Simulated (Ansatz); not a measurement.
**CH6SiTe (SMILES C[SiH2][TeH]) at HF/STO-3G**

What is the vertical singlet–triplet gap of CH6SiTe at HF/STO-3G? 

The results are computed with Ansatz 0.2.0.

55 further runs of the same task are left out: 55 set aside as unsound or not needed. Runs told in other sessions of the task aren't counted.

## Step 1: The system as given

The species is CH6SiTe (9 atoms), meant as a singlet with charge 0. As SMILES, `C[SiH2][TeH]`. The coordinates come from a PBE0-D4/def2-TZVP relaxation. This is one conformer, not always the lowest.

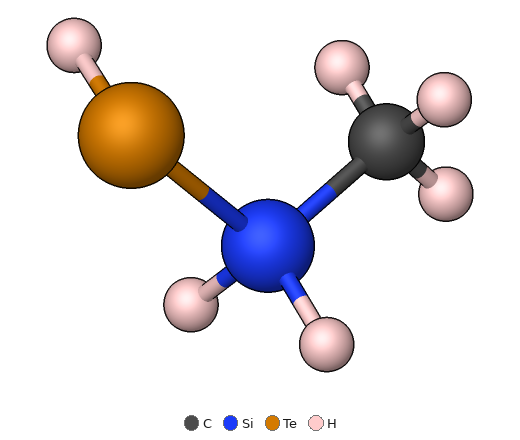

The structure, seen from a chosen angle (carbon dark grey, silicon blue, tellurium orange, hydrogen pink).

## Step 2: The energy at HF/STO-3G

job.yaml reads:

```yaml
crystal:
  periodic: [false, false, false]
  atoms:
    - symbol: C
      position_ang: [-0.793600, 0.726300, -0.609100]
    - symbol: Si
      position_ang: [0.377700, -0.686600, -0.266400]
    - symbol: Te
      position_ang: [1.980400, -0.179800, 1.584400]
    - symbol: H
      position_ang: [-1.456300, 0.475200, -1.442000]
    - symbol: H
      position_ang: [-0.240000, 1.632000, -0.862400]
    - symbol: H
      position_ang: [-1.409800, 0.936300, 0.267700]
    - symbol: H
      position_ang: [1.262200, -0.952200, -1.431600]
    - symbol: H
      position_ang: [-0.380500, -1.924300, 0.053300]
    - symbol: H
      position_ang: [0.748200, -0.073200, 2.689000]
basis:
  gaussian:
    orbitals: STO-3G
hamiltonian:
  xc: hf
accuracy: high
output: {orbitals: {seedname: orbitals}}
```

Run with:

```sh
$ ansatz run job.yaml --threads 1 --pin off --max-ram 2610MiB --events-out events.jsonl --progress --plain --runs-dir runs
```

Log:

```text
Warning: RAYON_NUM_THREADS=1 ignored (pool sized by the plan → 1); use --threads N
Functional definition: HF
  name "HF"
  exchange = exact_x
  correlation = 0
764 factors; integrals over basis functions are off by at most 5.3e-9 eV
mean field evaluation 1: about -187041.0184 eV, gradient 1.4e1 eV
mean field evaluation 2: about -187041.0864 eV, gradient 1.4e1 eV
mean field evaluation 4: about -187042.1795 eV, gradient 6.4e-1 eV
mean field evaluation 8: about -187042.1817 eV, gradient 1.1e-6 eV
mean field -187042.18170342 eV, -6873.6733958564 hartree, gradient 4.7e-8 eV, S^2 0.000000; 0 other end points of the search recorded, 0 dependent functions left out
reference -187042.18170342 eV, -6873.6733958564 hartree; 39, 39 occupied and 8, 8 virtual orbitals, 764 factors
Total energy: -187042.18170342 eV, -6873.6733958564 hartree
```

Run time: 0.74 s. Hardware: 1 thread of Arm Neoverse V1, shared host.

## Step 3: The triplet at the same level

run.yaml reads:

```yaml
crystal:
  periodic: [false, false, false]
  atoms:
    - {symbol: C, position_ang: [-0.793600, 0.726300, -0.609100]}
    - {symbol: Si, position_ang: [0.377700, -0.686600, -0.266400]}
    - {symbol: Te, position_ang: [1.980400, -0.179800, 1.584400]}
    - {symbol: H, position_ang: [-1.456300, 0.475200, -1.442000]}
    - {symbol: H, position_ang: [-0.240000, 1.632000, -0.862400]}
    - {symbol: H, position_ang: [-1.409800, 0.936300, 0.267700]}
    - {symbol: H, position_ang: [1.262200, -0.952200, -1.431600]}
    - {symbol: H, position_ang: [-0.380500, -1.924300, 0.053300]}
    - {symbol: H, position_ang: [0.748200, -0.073200, 2.689000]}
basis:
  gaussian:
    orbitals: STO-3G
total_charge: 0
magnetization:
  spin_polarized: true
  initial_magnetization: 2
hamiltonian:
  xc: hf
accuracy: high
output: {orbitals: {seedname: orbitals}}
```

Run with:

```sh
$ ansatz run run.yaml --threads 1 --pin off --max-ram 2610MiB --events-out events.jsonl --progress --plain --runs-dir runs
```

Log:

```text
Warning: RAYON_NUM_THREADS=1 ignored (pool sized by the plan → 1); use --threads N
[... 4 set-up lines as earlier in the session ...]
764 factors; integrals over basis functions are off by at most 5.3e-9 eV
mean field evaluation 1: about -187034.9124 eV, gradient 8.7e0 eV
mean field evaluation 2: about -187035.0234 eV, gradient 8.7e0 eV
mean field evaluation 4: about -187036.2359 eV, gradient 9.7e-1 eV
mean field evaluation 8: about -187036.2768 eV, gradient 4.4e-2 eV
mean field evaluation 16: about -187036.2764 eV, gradient 1.2e-8 eV
mean field evaluation 32: about -187033.8414 eV, gradient 6.3e0 eV
mean field -187036.27641859 eV, -6873.4563806415 hartree, gradient 1.2e-8 eV, S^2 2.017000; 0 other end points of the search recorded, 0 dependent functions left out
reference -187036.27641859 eV, -6873.4563806415 hartree; 40, 38 occupied and 7, 9 virtual orbitals, 764 factors
Total energy: -187036.27641859 eV, -6873.4563806415 hartree
```

Run time: 2 s. Hardware: 1 thread of Arm Neoverse V1, shared host; peak memory 0.12 GiB.

## Step 4: Outcome

Level: HF/STO-3G.

| quantity | value |
| --- | --- |
| singlet: total energy | -6873.67340 Eh |
| singlet: HOMO energy | -6.22 eV |
| singlet: LUMO energy | 7.84 eV |
| singlet: HOMO–LUMO gap | 14.07 eV |
| triplet: total energy | -6873.45638 Eh |
| triplet: HOMO energy (highest over α and β) | -0.23 eV |
| triplet: LUMO energy (lowest over α and β) | 1.95 eV |
| triplet: ⟨S²⟩ | 2.017 |
| vertical energy of the triplet above the singlet | 5.905 eV |

What this shows: At this shape the triplet lies 5.91 eV (570 kJ/mol) above the singlet. In a minimal basis such a difference can be off by several eV, whatever the method. Relativity is left out (singlet) although the molecule holds a heavy atom. Relativity is left out (triplet) although the molecule holds a heavy atom.
